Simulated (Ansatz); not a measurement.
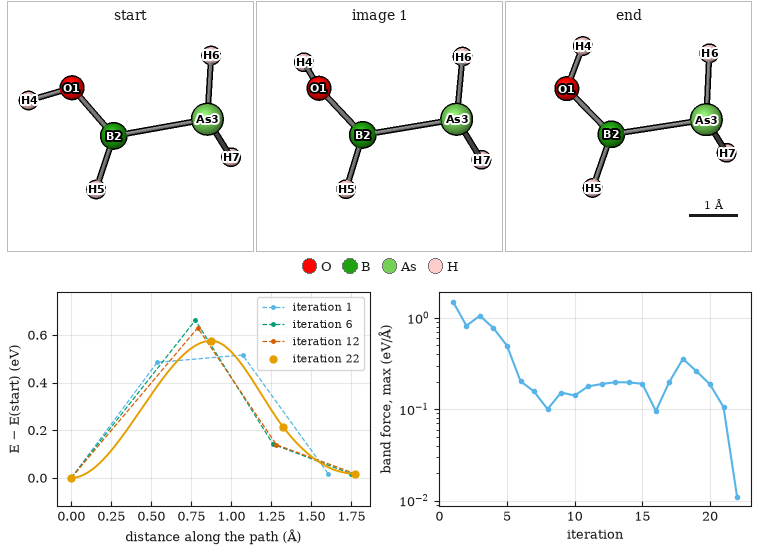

NEB run on BAsH₄O. Images are numbered from 0 (start) to 3 (end). The plot follows the band through its iterations. Style: ball-and-stick. Shown face on.

The calculation used Ansatz 0.2.0, RKS B3LYP/def2-SVP.

Input
```yaml
crystal:
  periodic: [false, false, false]
  atoms:
    - { symbol: O, position_ang: [-1.514965, 0.089897, -0.348942] }
    - { symbol: B, position_ang: [-0.24027, -0.346005, -0.428237] }
    - { symbol: As, position_ang: [0.962274, -0.231044, 1.225657] }
    - { symbol: H, position_ang: [-2.032739, -0.071842, -1.149214] }
    - { symbol: H, position_ang: [0.170806, -0.890559, -1.430922] }
    - { symbol: H, position_ang: [0.490629, 1.147104, 1.681543] }
    - { symbol: H, position_ang: [2.164275, 0.302458, 0.450106] }
basis:
  gaussian: { orbitals: def2-SVP }
hamiltonian:
  xc: b3lyp
neb:
  order_check: false
  images: 2
  f_tol: 0.05
  max_iterations: 60
  initial_path: idpp
  climbing: true
  final_atoms:
    - { symbol: O, position_ang: [-1.42784139, -0.08265664, -0.86556589] }
    - { symbol: B, position_ang: [-0.16885166, -0.49885667, -0.62546041] }
    - { symbol: As, position_ang: [0.84286563, -0.23762168, 1.15187609] }
    - { symbol: H, position_ang: [-1.82516893, 0.44467766, -0.1596713] }
    - { symbol: H, position_ang: [0.35680226, -1.14566201, -1.500429] }
    - { symbol: H, position_ang: [0.1822062, 1.09466518, 1.5236407] }
    - { symbol: H, position_ang: [2.03999789, 0.42546317, 0.4756008] }
```

Launched with:
```bash
ansatz run input.yaml --threads 1 --pin off --max-ram 2048MiB --backend cpu --events-out ev --progress --plain --runs-dir out
```

> Judge this run.

The run is converged, with reservations. The band converged in 22 iterations. The largest component of the band force went from 1.5 to 0.011 eV/Å. The climbing image converged on the top of the path. Its curvatures weren't checked. So few images resolve the path coarsely. The first iteration put the highest image at 0.52 eV. The energy climbs by 0.58 eV to image 1 and then falls by 0.56 eV, so the end point sits at +0.02 eV.
